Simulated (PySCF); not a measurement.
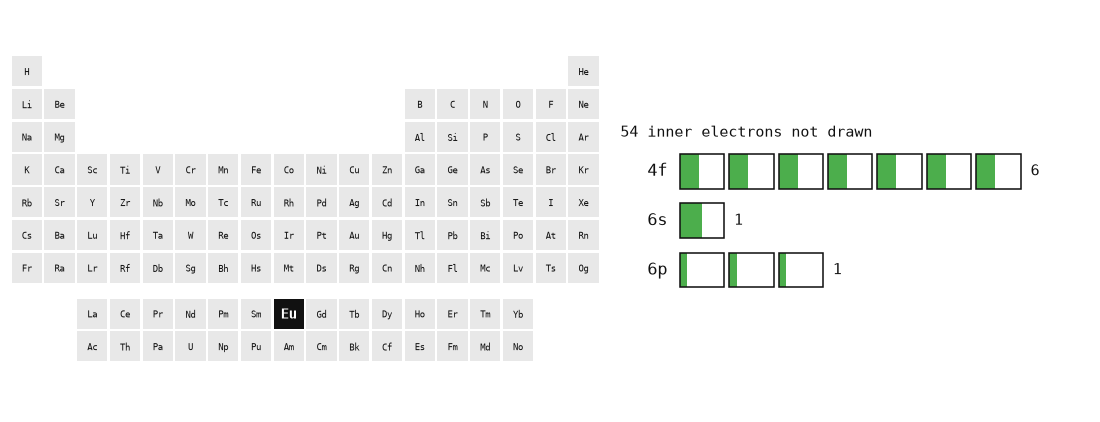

Left, the place of europium in the periodic table; right, the outer shells of the nominal configuration: a box for each of the 2l + 1 orbitals, shaded by the share of the shell that is filled, with the electron count at the right.

# Atomic calculation for Eu⁺

Eu⁺, configuration 1s2 2s2 2p6 3s2 3p6 3d10 4s2 4p6 4d10 4f6 5s2 5p6 6s1 6p1, multiplicity 9. Computed at this level: unrestricted PBE, ANO-RCC-VTZP, spin-free X2C-1e, Gaussian nucleus (PySCF).

### Results in brief

| quantity | value |
| --- | --- |
| outcome | converged |
| total energy | −10842.4852 hartree |
| ⟨S²⟩ | 20.002 |
| ⟨L²⟩ | 14.01 |
| SCF iterations | 9 |
| hardware | 1 CPU thread, shared host |
| CPU time | 11 s (integrals apart) |

### Notes

The driver held the occupations shell by shell, and empty f and d levels lie below the filled 6p. The script shown fixes the counts by irreducible representation only, so by itself it can fall to another configuration. This is not the ground configuration of the species. ⟨L²⟩ departs from that of the intended term, so the determinant mixes terms.

### Input file
```python
from pyscf import gto, scf, dft, mp, cc
import basis_set_exchange as bse
mol = gto.M(atom="Eu 0 0 0", charge=1, spin=8, symmetry="D2h",
            basis=gto.basis.parse(bse.get_basis("ANO-RCC-VTZP", elements=["Eu"], fmt="nwchem")),
            nucmod="G")
mf = dft.UKS(mol, xc="PBE").sfx2c1e()
mf.irrep_nelec = {'Ag': (10, 9), 'B1g': (2, 2), 'B2g': (2, 2), 'B3g': (2, 2), 'Au': (1, 0), 'B1u': (6, 4), 'B2u': (6, 4), 'B3u': (6, 4)}
mf.kernel()
```

The script is an equivalent of what the driver set up; the driver started from orbitals of its own, so the log can be shorter than this script's would be, and it computed the properties (radii, ⟨L²⟩, response) afterwards. It held the occupations shell by shell, which the script's counts by irreducible representation don't always enforce.

### The program's output (extracts)
```
damping factor = 0
level_shift factor = 0
DIIS = <class 'pyscf.scf.diis.CDIIS'>
diis_start_cycle = 1
diis_space = 10
diis_damp = 0
SCF conv_tol = 1e-09
SCF conv_tol_grad = None
number electrons alpha = 35  beta = 27
XC functionals = PBE
    J. P. Perdew, K. Burke, and M. Ernzerhof.,  Phys. Rev. Lett. 77, 3865 (1996)
    J. P. Perdew, K. Burke, and M. Ernzerhof.,  Phys. Rev. Lett. 78, 1396 (1997)
    J. P. Perdew, K. Burke, and M. Ernzerhof.,  Phys. Rev. Lett. 77, 3865 (1996)
    J. P. Perdew, K. Burke, and M. Ernzerhof.,  Phys. Rev. Lett. 78, 1396 (1997)
cycle= 1 E= -10842.4807930824  delta_E= -0.0205  |g|= 0.196  |ddm|= 0.215
cycle= 2 E= -10842.4770166568  delta_E= 0.00378  |g|= 0.256  |ddm|= 0.133
cycle= 3 E= -10842.4851440659  delta_E= -0.00813  |g|= 0.0114  |ddm|= 0.105
cycle= 4 E= -10842.4851647806  delta_E= -2.07e-05  |g|= 0.000869  |ddm|= 0.0192
cycle= 5 E= -10842.4851650063  delta_E= -2.26e-07  |g|= 0.000205  |ddm|= 0.00113
cycle= 6 E= -10842.4851609395  delta_E= 4.07e-06  |g|= 0.00372  |ddm|= 0.0135
cycle= 7 E= -10842.4851650168  delta_E= -4.08e-06  |g|= 0.000198  |ddm|= 0.0134
cycle= 8 E= -10842.4851649954  delta_E= 2.15e-08  |g|= 1.85e-05  |ddm|= 0.0027
cycle= 9 E= -10842.4851649952  delta_E= 1.98e-10  |g|= 3.8e-06  |ddm|= 0.000283
converged SCF energy = -10842.4851649952  <S^2> = 20.00203  2S+1 = 9.000451
```

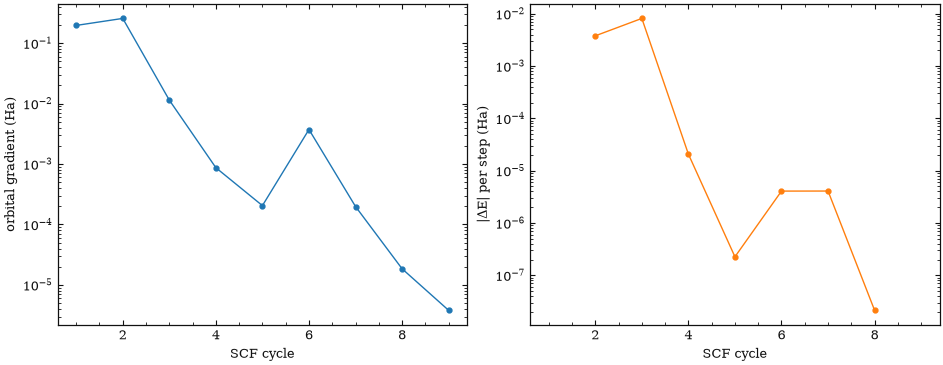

Convergence: orbital gradient and change of the energy from step to step (the smallest changes aren't drawn) against the SCF cycle. The residual comes down, with one marked jump up, by a factor of about 20, at step 6. It goes from 0.20 to 3.8×10⁻⁶ in 9 steps.

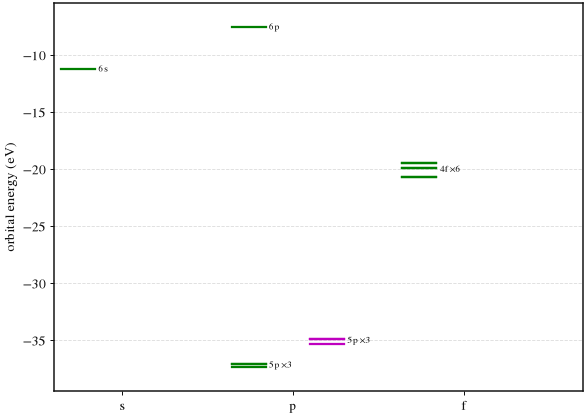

Orbital energies of the mean field, from the top down to −37.3 eV, by angular momentum, α spin at the left of each column and β at the right; ×n counts the orbitals under one label. Empty levels that the record names by l alone aren't drawn. The highest filled orbital is 6p α at −7.56 eV, the lowest empty one f α at −20.0 eV.
